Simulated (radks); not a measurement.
# Numerical settings for Cu²⁺

How sensitive is the result for the copper ion Cu2+ to mesh, mixing and thresholds? A default run comes first. The defaults are a mesh step of 0.008 in ln r, a mesh end at 40 bohr or more, Anderson mixing 0.5 over 9 steps and a tight residual threshold, with the energy settled to 1e-9 hartree as well; every run has a cap on iterations.

Program: radks (a radial shooting solver on a logarithmic mesh, Libxc functionals) version 1. Level of theory: scalar-relativistic Kohn-Sham, PBE, spin-polarised, spherical densities, point nucleus; open shells are filled with parallel spins first. These are calculated values, not measurements, unless marked.

## Step 1: The system

```
element       : copper (Z = 29)
charge        : +2
electrons     : 27
configuration : [Ar] 3d9
```

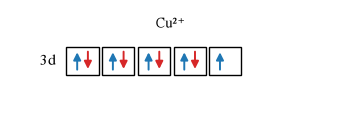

Occupation of the outer shells (arrows by Hund's rule).

In the logs a row gives level, spin channel, occupation and eigenvalue; Etot, Ekin, Encl (electron-nucleus), Eh (Hartree) and Exc are energies, all in hartree; err is the last residual, it the number of iterations.

## Step 2: Default settings

Input:

```text
Z 29
configuration [Ar] 3d9
relativity scalar-relativistic
functional pbe,pbe
spin polarised
nucleus point
c 137.035999084
max_iterations 53
```

On the command line:

```console
python run_ks.py task.json out
```

All runs below come from this command, one after another.

What it wrote:

```text
1s      1   1.0000        -326.21635383
2s      1   1.0000         -40.00050451
2p      1   3.0000         -34.65028019
3s      1   1.0000          -5.17555696
3p      1   3.0000          -3.60720527
3d      1   5.0000          -1.10711872
1s      2   1.0000        -326.21640707
2s      2   1.0000         -39.97872942
2p      2   3.0000         -34.63394920
3s      2   1.0000          -5.13298242
3p      2   3.0000          -3.56544834
3d      2   4.0000          -1.06859177
Etot -1653.775414659518
Ekin 1678.4350492714061
Encl -3957.216566468669
Eh 691.8894838456802
Exc -66.88338130793522
err 3.2244191961934402e-09
it 16
```

Run time: 0.21 s. Hardware: 1 thread of Arm Neoverse N1, shared host; peak memory 0.23 GiB.

The top filled level is 3d down, -29.078 eV.

Radial moments (bohr):

```csv
level,occupation,energy (eV),<r>,outermost maximum (interpolated),90 % within,nodes
2p up,3,-942.88,0.2065,0.158,0.338,0
2p down,3,-942.44,0.2064,0.158,0.337,0
3s up,1,-140.83,0.7096,0.613,1.06,2
3s down,1,-139.68,0.7103,0.613,1.07,2
3p up,3,-98.157,0.7444,0.619,1.15,1
3p down,3,-97.021,0.7456,0.619,1.15,1
3d up,5,-30.126,0.9176,0.596,1.59,0
3d down,4,-29.078,0.9277,0.598,1.62,0
```

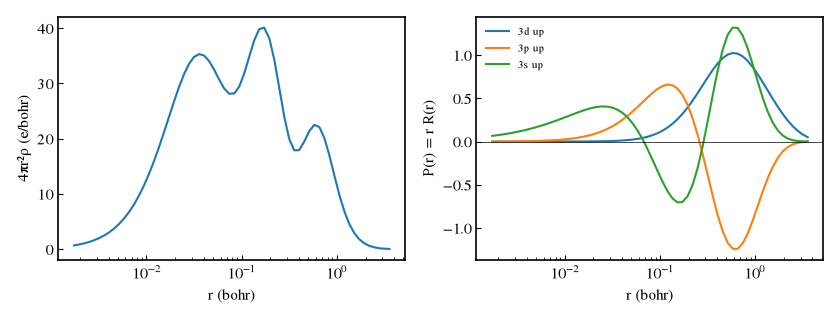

Left: shells in the radial density. Right: radial functions of the outer levels.

## Step 3: Mesh step in ln r 0.08

Settings, as their differences from step 2:

```diff
@@ -7,2 +7,3 @@
 c 137.035999084
+mesh_step 0.08
 max_iterations 53
```

What it wrote:

```text
1s      1   1.0000        -326.08451818
2s      1   1.0000         -39.88508405
2p      1   3.0000         -34.53346924
3s      1   1.0000          -5.06494285
3p      1   3.0000          -3.49806657
3d      1   5.0000          -1.00537430
1s      2   1.0000        -326.08828809
2s      2   1.0000         -39.86704718
2p      2   3.0000         -34.52082796
3s      2   1.0000          -5.03289312
3p      2   3.0000          -3.46602511
3d      2   4.0000          -0.97415829
Etot -1653.76975663779
Ekin 1676.6882600950535
Encl -3953.170210348908
Eh 689.4536533015757
Exc -66.74145968551133
err 0.2029117851859647
it 53
```

It took 0.15 s on 1 thread of Arm Neoverse N1, shared host; peak memory 0.23 GiB.

The run did not meet its threshold, so it is not used.

## Step 4: Mesh step in ln r 0.003

Settings, as their differences from step 3:

```diff
@@ -7,3 +7,3 @@
 c 137.035999084
-mesh_step 0.08
+mesh_step 0.003
 max_iterations 53
```

What it wrote:

```text
1s      1   1.0000        -326.21635383
2s      1   1.0000         -40.00050451
2p      1   3.0000         -34.65028019
3s      1   1.0000          -5.17555696
3p      1   3.0000          -3.60720527
3d      1   5.0000          -1.10711872
1s      2   1.0000        -326.21640707
2s      2   1.0000         -39.97872942
2p      2   3.0000         -34.63394920
3s      2   1.0000          -5.13298242
3p      2   3.0000          -3.56544834
3d      2   4.0000          -1.06859177
Etot -1653.775414659627
Ekin 1678.4350492720496
Encl -3957.216566469709
Eh 691.8894838459859
Exc -66.8833813079535
err 3.224429217706718e-09
it 16
```

Wall time 0.54 s (1 thread of Arm Neoverse N1, shared host); peak memory 0.24 GiB.

Change of E against the default run: under 1e-4 mhartree.

## Step 5: Mesh step in ln r 0.012

Settings, as their differences from step 4:

```diff
@@ -7,3 +7,3 @@
 c 137.035999084
-mesh_step 0.003
+mesh_step 0.012
 max_iterations 53
```

What it wrote:

```text
1s      1   1.0000        -326.21635383
2s      1   1.0000         -40.00050451
2p      1   3.0000         -34.65028019
3s      1   1.0000          -5.17555696
3p      1   3.0000          -3.60720527
3d      1   5.0000          -1.10711872
1s      2   1.0000        -326.21640707
2s      2   1.0000         -39.97872942
2p      2   3.0000         -34.63394920
3s      2   1.0000          -5.13298242
3p      2   3.0000          -3.56544834
3d      2   4.0000          -1.06859177
Etot -1653.7754146581472
Ekin 1678.4350492722388
Encl -3957.216566467044
Eh 691.8894838444899
Exc -66.88338130783195
err 3.2245045295376394e-09
it 16
```

Run time: 0.15 s. Hardware: 1 thread of Arm Neoverse N1, shared host; peak memory 0.24 GiB.

Change of E against the default run: under 1e-4 mhartree.

## Step 6: Mesh end (bohr) 8

Settings, as their differences from step 5:

```diff
@@ -7,3 +7,3 @@
 c 137.035999084
-mesh_step 0.012
+mesh_end 8
 max_iterations 53
```

What it wrote:

```text
1s      1   1.0000        -326.21635196
2s      1   1.0000         -40.00050256
2p      1   3.0000         -34.65027825
3s      1   1.0000          -5.17555516
3p      1   3.0000          -3.60720350
3d      1   5.0000          -1.10711704
1s      2   1.0000        -326.21640521
2s      2   1.0000         -39.97872749
2p      2   3.0000         -34.63394727
3s      2   1.0000          -5.13298065
3p      2   3.0000          -3.56544660
3d      2   4.0000          -1.06859011
Etot -1653.775414287989
Ekin 1678.435056623392
Encl -3957.216619964925
Eh 691.8895324966966
Exc -66.88338344315245
err 3.2246512714867853e-09
it 16
```

Wall time 0.2 s (1 thread of Arm Neoverse N1, shared host); peak memory 0.24 GiB.

Change of E against the default run: +0.0003715 mhartree.

## Step 7: Mesh end (bohr) 2

Settings, as their differences from step 6:

```diff
@@ -7,3 +7,3 @@
 c 137.035999084
-mesh_end 8
+mesh_end 2
 max_iterations 53
```

What it wrote:

```text
1s      1   1.0000        -325.40676988
2s      1   1.0000         -39.17094596
2p      1   3.0000         -33.81943380
3s      1   1.0000          -4.57042508
3p      1   3.0000          -3.00458226
3d      1   5.0000          -0.42803461
1s      2   1.0000        -325.40684424
2s      2   1.0000         -39.14812255
2p      2   3.0000         -33.80232421
3s      2   1.0000          -4.52579312
3p      2   3.0000          -2.96072802
3d      2   4.0000          -0.38448155
Etot -1652.1719046614771
Ekin 1686.152925037849
Encl -3980.256152507516
Eh 709.8747533209628
Exc -67.94343051277265
err 1.8623845448649452e-09
it 14
```

Wall time 0.17 s (1 thread of Arm Neoverse N1, shared host); peak memory 0.24 GiB.

Change of E against the default run: +1604 mhartree.

## Step 8: Residual threshold 0.1

Settings, as their differences from step 7:

```diff
@@ -7,3 +7,3 @@
 c 137.035999084
-mesh_end 2
+threshold 0.1
 max_iterations 53
```

What it wrote:

```text
1s      1   1.0000        -326.21651532
2s      1   1.0000         -40.00066857
2p      1   3.0000         -34.65044485
3s      1   1.0000          -5.17568507
3p      1   3.0000          -3.60732930
3d      1   5.0000          -1.10722724
1s      2   1.0000        -326.21656892
2s      2   1.0000         -39.97889684
2p      2   3.0000         -34.63411653
3s      2   1.0000          -5.13311475
3p      2   3.0000          -3.56557604
3d      2   4.0000          -1.06870181
Etot -1653.7754147677367
Ekin 1678.4403559356901
Encl -3957.228507185926
Eh 691.8965282161525
Exc -66.88379173365345
err 0.0004238885585166945
it 10
```

It took 0.16 s on 1 thread of Arm Neoverse N1, shared host; peak memory 0.24 GiB.

Change of E against the default run: -0.0001082 mhartree.

## Step 9: Residual threshold 1e-05

Settings, as their differences from step 8:

```diff
@@ -7,3 +7,3 @@
 c 137.035999084
-threshold 0.1
+threshold 1e-05
 max_iterations 53
```

What it wrote:

```text
1s      1   1.0000        -326.21635129
2s      1   1.0000         -40.00050197
2p      1   3.0000         -34.65027768
3s      1   1.0000          -5.17555486
3p      1   3.0000          -3.60720325
3d      1   5.0000          -1.10711699
1s      2   1.0000        -326.21640459
2s      2   1.0000         -39.97872723
2p      2   3.0000         -34.63394697
3s      2   1.0000          -5.13298070
3p      2   3.0000          -3.56544666
3d      2   4.0000          -1.06859026
Etot -1653.7754146560108
Ekin 1678.4349719525344
Encl -3957.2163928712635
Eh 691.8893815911366
Exc -66.88337532841824
err 6.17495861337563e-06
it 12
```

Wall time 0.18 s (1 thread of Arm Neoverse N1, shared host); peak memory 0.24 GiB.

Change of E against the default run: under 1e-4 mhartree.

## Step 10: Mixing 0.05

Settings, as their differences from step 9:

```diff
@@ -7,3 +7,3 @@
 c 137.035999084
-threshold 1e-05
+mixing 0.05
 max_iterations 53
```

What it wrote:

```text
1s      1   1.0000        -326.21635382
2s      1   1.0000         -40.00050450
2p      1   3.0000         -34.65028018
3s      1   1.0000          -5.17555696
3p      1   3.0000          -3.60720527
3d      1   5.0000          -1.10711871
1s      2   1.0000        -326.21640707
2s      2   1.0000         -39.97872941
2p      2   3.0000         -34.63394919
3s      2   1.0000          -5.13298241
3p      2   3.0000          -3.56544834
3d      2   4.0000          -1.06859177
Etot -1653.775414659442
Ekin 1678.4350493182606
Encl -3957.216566627532
Eh 691.8894839644734
Exc -66.88338131464414
err 4.834655915677525e-09
it 20
```

It took 0.26 s on 1 thread of Arm Neoverse N1, shared host; peak memory 0.24 GiB.

Change of E against the default run: under 1e-4 mhartree.

## Step 11: Mixing history 1, mixing 0.05

Settings, as their differences from step 10:

```diff
@@ -7,2 +7,3 @@
 c 137.035999084
+history 1
 mixing 0.05
```

What it wrote:

```text
1s      1   1.0000        -326.12587431
2s      1   1.0000         -40.02208281
2p      1   3.0000         -34.68901694
3s      1   1.0000          -5.23157513
3p      1   3.0000          -3.66576426
3d      1   5.0000          -1.16245368
1s      2   1.0000        -326.12588973
2s      2   1.0000         -40.00147648
2p      2   3.0000         -34.67355003
3s      2   1.0000          -5.19170876
3p      2   3.0000          -3.62667392
3d      2   4.0000          -1.12636540
Etot -1653.773882391225
Ekin 1677.6091766940058
Encl -3956.5573646083803
Eh 692.0623930994327
Exc -66.88808757628308
err 0.10622449067186701
it 53
```

Run time: 0.64 s. Hardware: 1 thread of Arm Neoverse N1, shared host; peak memory 0.24 GiB.

The run did not meet its threshold, so it is not used.

## Step 12: Mixing history 1, mixing 0.5

Settings, as their differences from step 11:

```diff
@@ -8,3 +8,3 @@
 history 1
-mixing 0.05
+mixing 0.5
 max_iterations 53
```

What it wrote:

```text
1s      1   1.0000        -326.21635382
2s      1   1.0000         -40.00050451
2p      1   3.0000         -34.65028019
3s      1   1.0000          -5.17555696
3p      1   3.0000          -3.60720527
3d      1   5.0000          -1.10711871
1s      2   1.0000        -326.21640707
2s      2   1.0000         -39.97872942
2p      2   3.0000         -34.63394920
3s      2   1.0000          -5.13298242
3p      2   3.0000          -3.56544834
3d      2   4.0000          -1.06859177
Etot -1653.7754146595541
Ekin 1678.4350492439514
Encl -3957.216566451124
Eh 691.8894838559485
Exc -66.88338130833048
err 4.035465750019105e-09
it 30
```

Run time: 0.33 s. Hardware: 1 thread of Arm Neoverse N1, shared host; peak memory 0.24 GiB.

Change of E against the default run: under 1e-4 mhartree.

## Step 13: Mixing history 2

Settings, as their differences from step 12:

```diff
@@ -7,4 +7,3 @@
 c 137.035999084
-history 1
-mixing 0.5
+history 2
 max_iterations 53
```

What it wrote:

```text
1s      1   1.0000        -326.21635383
2s      1   1.0000         -40.00050451
2p      1   3.0000         -34.65028019
3s      1   1.0000          -5.17555696
3p      1   3.0000          -3.60720527
3d      1   5.0000          -1.10711871
1s      2   1.0000        -326.21640707
2s      2   1.0000         -39.97872943
2p      2   3.0000         -34.63394920
3s      2   1.0000          -5.13298242
3p      2   3.0000          -3.56544834
3d      2   4.0000          -1.06859178
Etot -1653.7754146596176
Ekin 1678.4350492980084
Encl -3957.2165665463253
Eh 691.889483899696
Exc -66.88338131099661
err 4.6650978808884946e-09
it 23
```

Wall time 0.27 s (1 thread of Arm Neoverse N1, shared host); peak memory 0.24 GiB.

Change of E against the default run: under 1e-4 mhartree.

## Step 14: Iteration cap 5

Settings, as their differences from step 13:

```diff
@@ -7,3 +7,2 @@
 c 137.035999084
-history 2
-max_iterations 53
+max_iterations 5
```

What it wrote:

```text
1s      1   1.0000        -326.14007596
2s      1   1.0000         -39.91160379
2p      1   3.0000         -34.56206486
3s      1   1.0000          -5.10650775
3p      1   3.0000          -3.54058044
3d      1   5.0000          -1.04908200
1s      2   1.0000        -326.14009873
2s      2   1.0000         -39.88998543
2p      2   3.0000         -34.54583678
3s      2   1.0000          -5.06403827
3p      2   3.0000          -3.49895311
3d      2   4.0000          -1.01110717
Etot -1653.7624264295664
Ekin 1675.5660664171594
Encl -3950.696336822456
Eh 688.0269182267333
Exc -66.65907425100306
err 0.22897087649374231
it 5
```

It took 0.08 s on 1 thread of Arm Neoverse N1, shared host; peak memory 0.24 GiB.

The run did not meet its threshold, so it is not used.

## Step 15: Summary of results

```csv
setting,mesh points,iterations,converged,change of E (mhartree),time
Default settings,2476,16,yes,0,0.21 s
mesh step in ln r 0.08,248,53,no,-,0.15 s
mesh step in ln r 0.003,6603,16,yes,0,0.54 s
mesh step in ln r 0.012,1651,16,yes,0,0.15 s
mesh end (bohr) 8,2275,16,yes,+0.0003715,0.2 s
mesh end (bohr) 2,2102,14,yes,+1604,0.17 s
residual threshold 0.1,2476,10,yes,-0.0001082,0.16 s
residual threshold 1e-05,2476,12,yes,0,0.18 s
mixing 0.05,2476,20,yes,0,0.26 s
"mixing history 1, mixing 0.05",2476,53,no,-,0.64 s
"mixing history 1, mixing 0.5",2476,30,yes,0,0.33 s
mixing history 2,2476,23,yes,0,0.27 s
iteration cap 5,2476,5,no,-,0.08 s
```

What this shows: A zero stands for a change under the printed digits. Converged yet off by more than 1 mhartree: mesh end (bohr) 2. Convergence of the cycle says nothing about the mesh. Not converged or rejected: mesh step in ln r 0.08; mixing history 1, mixing 0.05; iteration cap 5. A mesh that ends early acts as a hard wall.
